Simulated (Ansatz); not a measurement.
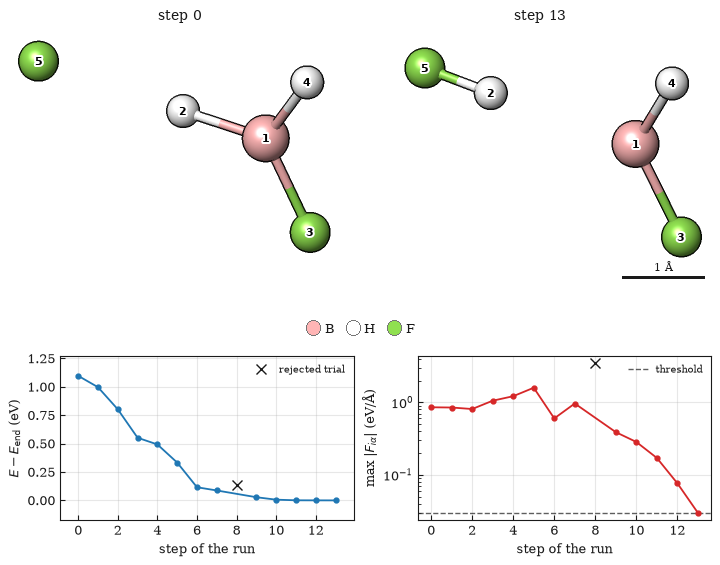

First and last geometry of a relaxation of BH2F2 (multiplicity 2), with the history of the run. Style: ball-and-stick. Shown at a tilt.

The run prepares an end point of a later path (reaction) calculation, from a guessed geometry.

Computed with UKS revPBE/def2-mTZVP (Ansatz). Set-up: collinear spin; force threshold 0.03 eV/Å; at most 50 steps.

What do the curves and the structures tell?

Answer. It converged. The atom that moves furthest after the best rigid fit is H2 (0.76 Å). Largest moves by element: H 0.76 Å, F 0.39 Å, B 0.15 Å. Near-neighbour distances that change, for instance: H2–F5 2.106 → 0.960 Å, B1–H2 1.204 → 2.108 Å, B1–F3 1.321 → 1.312 Å. New bonds form, among them: H2–F5 (2.11 → 0.96 Å). Bonds break, among them: B1–H2 (1.20 → 2.11 Å). Bond angles that change, for instance: F3–B1–H4 120.6° → 123.1°. Over 12 accepted moves (13 points after the start) the energy falls by 1.097 eV. Largest force component: 0.86 eV/Å at the start, 0.03 eV/Å at the end. The line search rejected the trial step at point 8 of the run. The run took 16 s on 1 thread of Intel(R) Xeon(R) 6975P-C (Granite Rapids) (shared host), peak memory 0.13 GiB.
